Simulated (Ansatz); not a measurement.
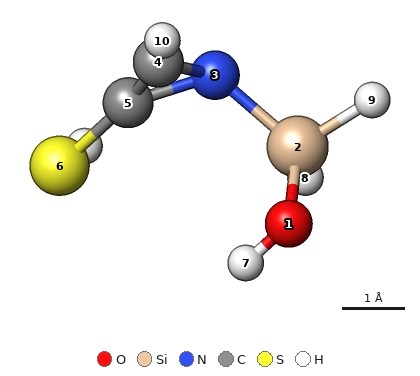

Fig. 1: The input geometry (ball-and-stick view, seen at a tilt; atoms are numbered from 1 in the order of the input).

**Run report: C₂H₅NOSSi, geometry relaxation**

C₂H₅NOSSi, computed with RKS PBE0-D4/def2-TZVP (Ansatz 0.2.0).

The geometry: PBE-D4/def2-SVP start. Figures and captions count atoms from 1; the log counts them from 0 in places.

Output:
```
Functional definition: PBE0
  name "PBE0"
  cite "Adamo & Barone, J. Chem. Phys. 110, 6158 (1999) doi:10.1063/1.478522"
  cite "Perdew, Burke & Ernzerhof, Phys. Rev. Lett. 77, 3865 (1996) doi:10.1103/PhysRevLett.77.3865"
  parent pbe
  parameter a = 0.25
  parameter kappa = 0.804
  parameter beta = 0.06672455060314922
  exchange = (1 - a)*pbe_x(kappa = kappa, mu = beta*pi^2/3) + a*exact_x
  correlation = pbe_c(beta = beta)
1425 factors; their error is unknown
mean field evaluation 1: about -24381.8089 eV, gradient 7.3e1 eV
mean field evaluation 2: about -24321.1004 eV, gradient 1.6e2 eV
mean field evaluation 4: about -24392.2116 eV, gradient 1.4e1 eV
mean field evaluation 8: about -24392.5768 eV, gradient 1.6e-1 eV
mean field evaluation 16: about -24392.6388 eV, gradient 7.7e-3 eV
mean field -24392.63883575 eV, -896.4129432895 hartree, gradient 1.4e-5 eV, S^2 0.000000; 0 other end points of the search recorded, 0 dependent functions left out
the calculation of the forces begins
reference -24392.63886902 eV, -896.4129445122 hartree; 31, 31 occupied and 197, 197 virtual orbitals, 1425 factors
relax step   1: F+E_penalty+E_count = -24392.89645224 eV  Δ(F+E_penalty+E_count) = +0.000e0 eV  max|allowed force component| = 1.192e0 eV/Å  Δτ_max = 0.0000 Å  (33 SCF iters, accepted)
these checks for a lower state are left out or cut short: starts, cluster_reference, orbital_swaps, neighbouring_geometries, increment
1425 factors; their error is unknown
mean field -24392.71193345 eV, -896.4156295803 hartree, gradient 2.5e-5 eV, S^2 0.000000; 0 other end points of the search recorded, 0 dependent functions left out
the calculation of the forces begins
reference -24392.71196650 eV, -896.4156307949 hartree; 31, 31 occupied and 197, 197 virtual orbitals, 1425 factors
relax step   2: F+E_penalty+E_count = -24392.97152514 eV  Δ(F+E_penalty+E_count) = -7.507e-2 eV  max|allowed force component| = 6.213e-1 eV/Å  Δτ_max = 0.0309 Å  (35 SCF iters, accepted)
these checks for a lower state are left out or cut short: starts, cluster_reference, orbital_swaps, neighbouring_geometries, increment
1425 factors; their error is unknown
mean field evaluation 32: about -24392.7273 eV, gradient 4.4e-1 eV
mean field -24392.72752113 eV, -896.4162024171 hartree, gradient 2.4e-5 eV, S^2 0.000000; 0 other end points of the search recorded, 0 dependent functions left out
the calculation of the forces begins
reference -24392.72755404 eV, -896.4162036264 hartree; 31, 31 occupied and 197, 197 virtual orbitals, 1425 factors
relax step   3: F+E_penalty+E_count = -24392.98861172 eV  Δ(F+E_penalty+E_count) = -1.709e-2 eV  max|allowed force component| = 1.068e-1 eV/Å  Δτ_max = 0.0289 Å  (35 SCF iters, accepted)
these checks for a lower state are left out or cut short: starts, cluster_reference, orbital_swaps, neighbouring_geometries, increment
1425 factors; their error is unknown
mean field -24392.73020691 eV, -896.4163011176 hartree, gradient 2.5e-5 eV, S^2 0.000000; 0 other end points of the search recorded, 0 dependent functions left out
the calculation of the forces begins
reference -24392.73023982 eV, -896.4163023270 hartree; 31, 31 occupied and 197, 197 virtual orbitals, 1425 factors
relax step   4: F+E_penalty+E_count = -24392.99013794 eV  Δ(F+E_penalty+E_count) = -1.526e-3 eV  max|allowed force component| = 1.171e-1 eV/Å  Δτ_max = 0.0517 Å  (34 SCF iters, accepted)
these checks for a lower state are left out or cut short: starts, cluster_reference, orbital_swaps, neighbouring_geometries, increment
1425 factors; their error is unknown
mean field -24392.73101515 eV, -896.4163308199 hartree, gradient 2.4e-5 eV, S^2 0.000000; 0 other end points of the search recorded, 0 dependent functions left out
the calculation of the forces begins
reference -24392.73104808 eV, -896.4163320298 hartree; 31, 31 occupied and 197, 197 virtual orbitals, 1425 factors
relax step   5: F+E_penalty+E_count = -24392.99102833 eV  Δ(F+E_penalty+E_count) = -8.904e-4 eV  max|allowed force component| = 2.247e-2 eV/Å  Δτ_max = 0.0098 Å  (35 SCF iters, accepted)
these checks for a lower state are left out or cut short: starts, cluster_reference, orbital_swaps, neighbouring_geometries, increment
1425 factors; their error is unknown
mean field -24392.73112017 eV, -896.4163346791 hartree, gradient 2.4e-5 eV, S^2 0.000000; 0 other end points of the search recorded, 0 dependent functions left out
the calculation of the forces begins
reference -24392.73115309 eV, -896.4163358890 hartree; 31, 31 occupied and 197, 197 virtual orbitals, 1425 factors
relax step   6: F+E_penalty+E_count = -24392.99113657 eV  Δ(F+E_penalty+E_count) = -1.082e-4 eV  max|allowed force component| = 1.517e-2 eV/Å  Δτ_max = 0.0048 Å  (36 SCF iters, accepted)
these checks for a lower state are left out or cut short: starts, cluster_reference, orbital_swaps, neighbouring_geometries, increment
1425 factors; their error is unknown
mean field evaluation 64: about -24392.7312 eV, gradient 2.4e-5 eV
mean field -24392.73120683 eV, -896.4163378640 hartree, gradient 2.4e-5 eV, S^2 0.000000; 0 other end points of the search recorded, 0 dependent functions left out
the calculation of the forces begins
reference -24392.73123975 eV, -896.4163390738 hartree; 31, 31 occupied and 197, 197 virtual orbitals, 1425 factors
relax step   7: F+E_penalty+E_count = -24392.99118296 eV  Δ(F+E_penalty+E_count) = -4.639e-5 eV  max|allowed force component| = 1.241e-2 eV/Å  Δτ_max = 0.0066 Å  (36 SCF iters, accepted)
these checks for a lower state are left out or cut short: starts, cluster_reference, orbital_swaps, neighbouring_geometries, increment
1425 factors; their error is unknown
mean field -24392.73130852 eV, -896.4163416012 hartree, gradient 2.4e-5 eV, S^2 0.000000; 0 other end points of the search recorded, 0 dependent functions left out
the calculation of the forces begins
reference -24392.73134144 eV, -896.4163428109 hartree; 31, 31 occupied and 197, 197 virtual orbitals, 1425 factors
relax step   8: F+E_penalty+E_count = -24392.99122785 eV  Δ(F+E_penalty+E_count) = -4.489e-5 eV  max|allowed force component| = 1.016e-2 eV/Å  Δτ_max = 0.0113 Å  (35 SCF iters, accepted)
these checks for a lower state are left out or cut short: starts, cluster_reference, orbital_swaps, neighbouring_geometries, increment
1425 factors; their error is unknown
mean field -24392.73133425 eV, -896.4163425467 hartree, gradient 2.4e-5 eV, S^2 0.000000; 0 other end points of the search recorded, 0 dependent functions left out
the calculation of the forces begins
reference -24392.73136717 eV, -896.4163437564 hartree; 31, 31 occupied and 197, 197 virtual orbitals, 1425 factors
relax step   9: F+E_penalty+E_count = -24392.99123902 eV  Δ(F+E_penalty+E_count) = -1.117e-5 eV  max|allowed force component| = 6.306e-3 eV/Å  Δτ_max = 0.0035 Å  (36 SCF iters, accepted)
these checks for a lower state are left out or cut short: starts, cluster_reference, orbital_swaps, neighbouring_geometries, increment
1425 factors; their error is unknown
mean field -24392.73135144 eV, -896.4163431783 hartree, gradient 2.4e-5 eV, S^2 0.000000; 0 other end points of the search recorded, 0 dependent functions left out
the calculation of the forces begins
reference -24392.73138436 eV, -896.4163443881 hartree; 31, 31 occupied and 197, 197 virtual orbitals, 1425 factors
relax step  10: F+E_penalty+E_count = -24392.99124212 eV  Δ(F+E_penalty+E_count) = -3.103e-6 eV  max|allowed force component| = 2.760e-3 eV/Å  Δτ_max = 0.0013 Å  (36 SCF iters, accepted)
1425 factors; their error is unknown
mean field evaluation 96: about -24392.3371 eV, gradient 1.4e1 eV
```

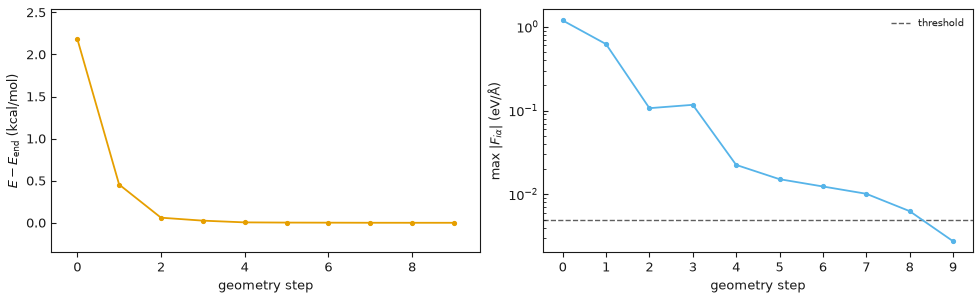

Fig. 2: Progress of the relaxation, step by step (the first geometry is step 0 here and step 1 in the log).

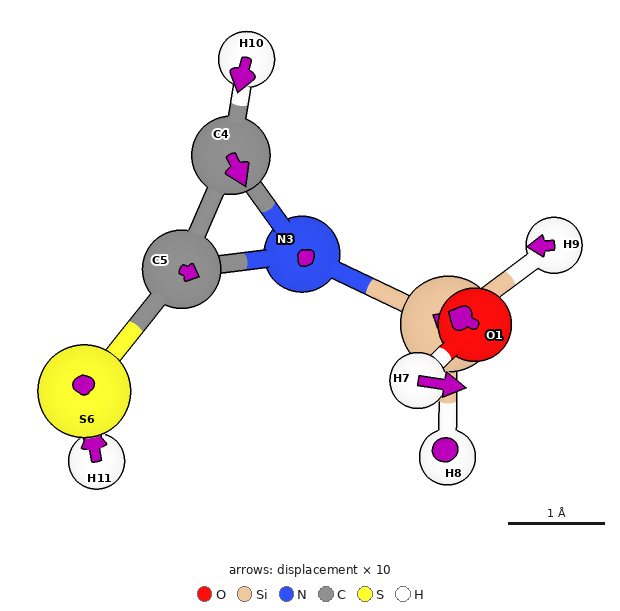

Fig. 3: The starting structure with the displacements as pink arrows, magnified 10 times (ball-and-stick view, seen at a tilt). The two geometries are laid on each other by the best rigid fit. After 9 geometry steps the energy has fallen by 2.19 kcal/mol. The largest force component goes from 1.2 to 0.0028 eV/Å. H7 moves most after the best rigid fit: 0.052 Å. Largest moves by element: H 0.052 Å, O 0.047 Å, C 0.040 Å, S 0.029 Å, N 0.023 Å, Si 0.020 Å. Among the contacts that change: O1–Si2 1.690 → 1.650 Å, Si2–N3 1.784 → 1.747 Å, C4–C5 1.301 → 1.276 Å, S6–H11 1.371 → 1.348 Å. Among the angles that change: Si2–O1–H7 114.3° → 117.7°. (Atoms are counted from 1 in the order of the input.)

```
mean field -24392.73135144 eV, -896.4163431783 hartree, gradient 2.4e-5 eV, S^2 0.000000; 1 other end points of the search recorded, 0 dependent functions left out
the calculation of the forces begins
reference -24392.73138436 eV, -896.4163443881 hartree; 31, 31 occupied and 197, 197 virtual orbitals, 1425 factors
Total energy: -24392.99127504 eV, -896.4258951944 hartree
Atom 0 at    -0.103326    -1.389785     1.557374 Å, force    -0.000623    -0.000273     0.000388 eV/Å
Atom 1 at     0.109172    -1.419340    -0.078228 Å, force     0.000624    -0.000196    -0.000783 eV/Å
Atom 2 at     0.592634     0.088824    -0.815230 Å, force     0.000079     0.002371     0.002124 eV/Å
Atom 3 at     1.293397     1.168318    -0.020050 Å, force    -0.000177    -0.002297    -0.002760 eV/Å
Atom 4 at     0.073204     1.394461    -0.317027 Å, force    -0.000053    -0.000575     0.000214 eV/Å
Atom 5 at    -1.414317     2.201344    -0.213600 Å, force     0.000384    -0.000287    -0.000282 eV/Å
Atom 6 at    -0.874790    -0.935243     1.898358 Å, force     0.000580    -0.000134    -0.000218 eV/Å
Atom 7 at    -1.144850    -1.820399    -0.771395 Å, force    -0.000032     0.000523     0.000305 eV/Å
Atom 8 at     1.198633    -2.390747    -0.317193 Å, force    -0.000100     0.000109     0.000249 eV/Å
Atom 9 at     2.231854     1.318295     0.476878 Å, force    -0.000576     0.000570     0.000779 eV/Å
Atom 10 at    -1.896410     1.727173    -1.379386 Å, force    -0.000106     0.000190    -0.000015 eV/Å
Dipole moment:    -0.257307     0.330946     0.114825 e Å
```

Trajectory as extended XYZ (Å, eV, eV/Å), 10 frames, from step=1 to step=10:
```
11
Properties=species:S:1:pos:R:3:forces:R:3 step=1 energy=-24392.89645
O    -0.1172   -1.4140    1.5956   -0.4651   0.3962  -0.8869
Si    0.1032   -1.4386   -0.0794    0.0959   0.3777   0.4486
N     0.6031    0.0990   -0.8328   -0.1315  -0.0974   0.5353
C     1.3254    1.1886   -0.0336   -1.1835   0.0722  -0.1926
C     0.0791    1.4131   -0.3296    1.1916  -0.3866   0.3196
S    -1.4349    2.1999   -0.1927    0.2500  -0.4061  -0.5121
H    -0.8777   -0.8831    1.8923    0.5500  -0.3943  -0.1799
H    -1.1532   -1.8364   -0.8129    0.2737   0.0969   0.2425
H     1.2069   -2.4200   -0.3174   -0.2338   0.2030   0.0710
H     2.2651    1.3206    0.5041   -0.5568  -0.0615  -0.3239
H    -1.9346    1.7139   -1.3732    0.2095   0.2000   0.4784
11
Properties=species:S:1:pos:R:3:forces:R:3 step=2 energy=-24392.97153
O    -0.1169   -1.3947    1.5735   -0.1024   0.1490  -0.6213
Si    0.1104   -1.4299   -0.0838    0.0452   0.2909   0.3579
N     0.6006    0.0929   -0.8354   -0.0580  -0.1112   0.3044
C     1.3082    1.1756   -0.0308   -0.2843  -0.0568  -0.0417
C     0.0803    1.3963   -0.3225    0.1602  -0.0937   0.0555
S    -1.4232    2.1855   -0.1866    0.1308  -0.1810  -0.2186
H    -0.8741   -0.8746    1.8635    0.1540  -0.1220   0.0083
H    -1.1436   -1.8243   -0.7891    0.0678   0.0060   0.0546
H     1.2037   -2.4052   -0.3089   -0.0590   0.0444   0.0091
H     2.2365    1.3104    0.4983   -0.1306  -0.0104  -0.1016
H    -1.9167    1.7109   -1.3577    0.0762   0.0848   0.1934
11
Properties=species:S:1:pos:R:3:forces:R:3 step=3 energy=-24392.98861
O    -0.1100   -1.3761    1.5525   -0.0483   0.0582  -0.1068
Si    0.1107   -1.4192   -0.0847    0.0639  -0.0236   0.0315
N     0.5981    0.0870   -0.8280   -0.0011  -0.0025   0.0334
C     1.2989    1.1642   -0.0227   -0.0051  -0.0310   0.0186
C     0.0769    1.3840   -0.3150   -0.0718   0.0445  -0.0255
S    -1.4175    2.1776   -0.1891    0.0371  -0.0036   0.0181
H    -0.8685   -0.8707    1.8510    0.0053  -0.0189   0.0869
H    -1.1403   -1.8235   -0.7783   -0.0198  -0.0011  -0.0145
H     1.1984   -2.3942   -0.3086    0.0140  -0.0184  -0.0130
H     2.2262    1.3045    0.4960    0.0351   0.0046  -0.0061
H    -1.9078    1.7093   -1.3526   -0.0092  -0.0081  -0.0226
11
Properties=species:S:1:pos:R:3:forces:R:3 step=4 energy=-24392.99014
O    -0.1138   -1.3893    1.5519    0.0091   0.0063   0.0295
Si    0.1151   -1.4239   -0.0816   -0.1171   0.0152   0.0169
N     0.5881    0.0880   -0.8147    0.0518  -0.0074  -0.0238
C     1.2918    1.1655   -0.0180    0.0152   0.0018   0.0045
C     0.0717    1.3923   -0.3148    0.0248  -0.0034   0.0102
S    -1.4090    2.2099   -0.2127   -0.0376  -0.0010   0.0055
H    -0.8699   -0.9051    1.8896    0.0422  -0.0342  -0.0383
H    -1.1366   -1.8259   -0.7788    0.0091  -0.0123  -0.0113
H     1.2042   -2.3976   -0.3179   -0.0003   0.0268   0.0208
H     2.2293    1.3121    0.4817    0.0003   0.0043  -0.0072
H    -1.9058    1.7168   -1.3641    0.0025   0.0038  -0.0066
11
Properties=species:S:1:pos:R:3:forces:R:3 step=5 energy=-24392.99103
O    -0.1098   -1.3915    1.5532   -0.0163   0.0104   0.0091
Si    0.1068   -1.4211   -0.0818    0.0165  -0.0107   0.0086
N     0.5912    0.0882   -0.8152   -0.0077   0.0033  -0.0139
C     1.2937    1.1670   -0.0184   -0.0069  -0.0092   0.0100
C     0.0730    1.3917   -0.3150    0.0225   0.0129  -0.0017
S    -1.4119    2.2029   -0.2117   -0.0175  -0.0047  -0.0055
H    -0.8657   -0.9117    1.8955    0.0113  -0.0140  -0.0100
H    -1.1424   -1.8271   -0.7817    0.0048   0.0103   0.0057
H     1.2003   -2.3898   -0.3151   -0.0071  -0.0019  -0.0006
H     2.2309    1.3150    0.4818   -0.0037  -0.0007  -0.0068
H    -1.9010    1.7194   -1.3710    0.0041   0.0044   0.0051
11
Properties=species:S:1:pos:R:3:forces:R:3 step=6 energy=-24392.99114
O    -0.1086   -1.3911    1.5544    0.0039   0.0033  -0.0020
Si    0.1085   -1.4210   -0.0806    0.0026  -0.0021  -0.0009
N     0.5907    0.0883   -0.8164    0.0060  -0.0055  -0.0009
C     1.2934    1.1669   -0.0195   -0.0095  -0.0079   0.0032
C     0.0727    1.3918   -0.3155    0.0054   0.0152   0.0008
S    -1.4137    2.2008   -0.2102   -0.0029  -0.0031   0.0002
H    -0.8674   -0.9150    1.8942   -0.0059  -0.0021   0.0024
H    -1.1414   -1.8249   -0.7794   -0.0018   0.0012   0.0025
H     1.2004   -2.3908   -0.3140   -0.0002  -0.0011  -0.0017
H     2.2306    1.3142    0.4806    0.0021   0.0018  -0.0031
H    -1.8999    1.7236   -1.3730    0.0004   0.0004  -0.0005
11
Properties=species:S:1:pos:R:3:forces:R:3 step=7 energy=-24392.99118
O    -0.1076   -1.3910    1.5552    0.0062   0.0020   0.0019
Si    0.1090   -1.4207   -0.0797   -0.0025   0.0026  -0.0039
N     0.5907    0.0885   -0.8163    0.0089  -0.0052   0.0032
C     1.2934    1.1674   -0.0200   -0.0053  -0.0089  -0.0001
C     0.0727    1.3925   -0.3159   -0.0049   0.0124   0.0004
S    -1.4144    2.2004   -0.2105    0.0026  -0.0015   0.0018
H    -0.8699   -0.9209    1.8956   -0.0054  -0.0007   0.0007
H    -1.1418   -1.8237   -0.7772   -0.0025  -0.0012   0.0004
H     1.2004   -2.3908   -0.3141    0.0012  -0.0007  -0.0017
H     2.2312    1.3152    0.4786    0.0026   0.0024  -0.0007
H    -1.8985    1.7261   -1.3752   -0.0007  -0.0011  -0.0018
11
Properties=species:S:1:pos:R:3:forces:R:3 step=8 energy=-24392.99123
O    -0.1054   -1.3901    1.5566    0.0011   0.0020   0.0055
Si    0.1093   -1.4197   -0.0786   -0.0037   0.0031  -0.0042
N     0.5915    0.0888   -0.8159    0.0067  -0.0014   0.0052
C     1.2935    1.1680   -0.0204    0.0000  -0.0064  -0.0039
C     0.0731    1.3938   -0.3165   -0.0102   0.0058   0.0006
S    -1.4146    2.2007   -0.2118    0.0058  -0.0008   0.0010
H    -0.8742   -0.9311    1.8978    0.0011  -0.0016  -0.0033
H    -1.1432   -1.8219   -0.7736   -0.0020  -0.0015  -0.0004
H     1.1999   -2.3904   -0.3152    0.0013  -0.0002  -0.0008
H     2.2322    1.3170    0.4761    0.0009   0.0021   0.0015
H    -1.8968    1.7278   -1.3780   -0.0010  -0.0010  -0.0011
11
Properties=species:S:1:pos:R:3:forces:R:3 step=9 energy=-24392.99124
O    -0.1042   -1.3896    1.5570   -0.0002   0.0004   0.0032
Si    0.1093   -1.4194   -0.0783   -0.0010   0.0019  -0.0021
N     0.5922    0.0890   -0.8156    0.0022  -0.0016   0.0027
C     1.2935    1.1682   -0.0203    0.0014  -0.0028  -0.0032
C     0.0733    1.3943   -0.3168   -0.0063   0.0029   0.0008
S    -1.4144    2.2012   -0.2128    0.0035  -0.0009   0.0001
H    -0.8754   -0.9344    1.8980    0.0012  -0.0006  -0.0016
H    -1.1442   -1.8210   -0.7721   -0.0004  -0.0004  -0.0004
H     1.1993   -2.3903   -0.3161    0.0001   0.0000  -0.0006
H     2.2323    1.3177    0.4761   -0.0002   0.0013   0.0014
H    -1.8966    1.7273   -1.3786   -0.0002  -0.0002  -0.0003
11
Properties=species:S:1:pos:R:3:forces:R:3 step=10 energy=-24392.99124
O    -0.1033   -1.3898    1.5574   -0.0006  -0.0003   0.0004
Si    0.1092   -1.4193   -0.0782    0.0006  -0.0002  -0.0008
N     0.5926    0.0888   -0.8152    0.0001   0.0024   0.0021
C     1.2934    1.1683   -0.0200   -0.0002  -0.0023  -0.0028
C     0.0732    1.3945   -0.3170   -0.0001  -0.0006   0.0002
S    -1.4143    2.2013   -0.2136    0.0004  -0.0003  -0.0003
H    -0.8748   -0.9352    1.8984    0.0006  -0.0001  -0.0002
H    -1.1448   -1.8204   -0.7714    0.0000   0.0005   0.0003
H     1.1986   -2.3907   -0.3172   -0.0001   0.0001   0.0002
H     2.2319    1.3183    0.4769   -0.0006   0.0006   0.0008
H    -1.8964    1.7272   -1.3794   -0.0001   0.0002   0.0000
```

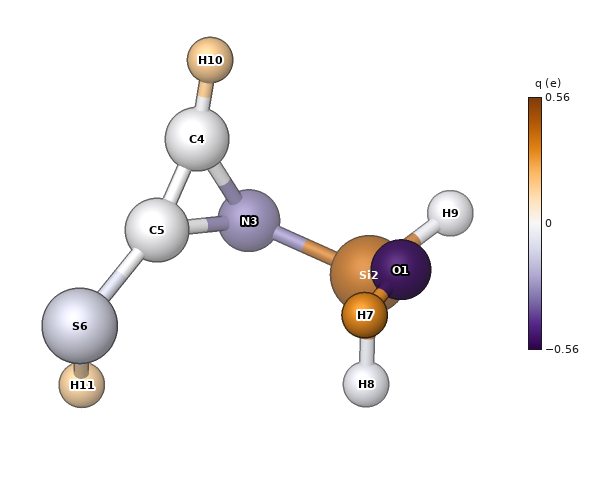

Fig. 4: Mulliken charges, as the colour of each atom (ball-and-stick view, seen at a tilt; atoms are numbered from 1 in the order of the input). By element: O −0.53, Si +0.43, N −0.33, C −0.02, S −0.12 and H −0.06 to +0.32 e.

This output came from the following input.

Input:
```yaml
crystal:
  periodic: [false, false, false]
  atoms:
    - {symbol: O, position_ang: [-0.117184, -1.414011, 1.595637]}
    - {symbol: Si, position_ang: [0.103242, -1.438636, -0.079376]}
    - {symbol: N, position_ang: [0.603088, 0.098952, -0.832839]}
    - {symbol: C, position_ang: [1.325423, 1.188575, -0.033626]}
    - {symbol: C, position_ang: [0.079063, 1.413065, -0.329598]}
    - {symbol: S, position_ang: [-1.434919, 2.199903, -0.192713]}
    - {symbol: H, position_ang: [-0.877654, -0.883132, 1.892325]}
    - {symbol: H, position_ang: [-1.153229, -1.836447, -0.812860]}
    - {symbol: H, position_ang: [1.206878, -2.419961, -0.317356]}
    - {symbol: H, position_ang: [2.265072, 1.320649, 0.504107]}
    - {symbol: H, position_ang: [-1.934580, 1.713944, -1.373200]}
basis:
  gaussian: {orbitals: def2-TZVP}
hamiltonian: {xc: pbe0, dispersion: d4}
relax: {f_tol: 0.005, max_steps: 150}
```

Launch command:
```bash
ansatz run in.yaml --threads 4 --pin off --events-out ev --progress --plain --max-ram 10444MiB
```

Key numbers:

- outcome: converged
- total energy: −24392.9913 eV
- mean-field energy: −24392.7314 eV
- dispersion energy: −0.2599 eV
- SCF solution under orbital rotations: stable
- largest force (length of the vector) at the end: 0.004 eV/Å
- dipole moment: 2.09 D
- hardware: 4 threads of Arm Neoverse V2, 23 GiB of memory available, shared host
- wall time: 54 s (CPU time 3.4 min)
- peak memory: 0.62 GiB
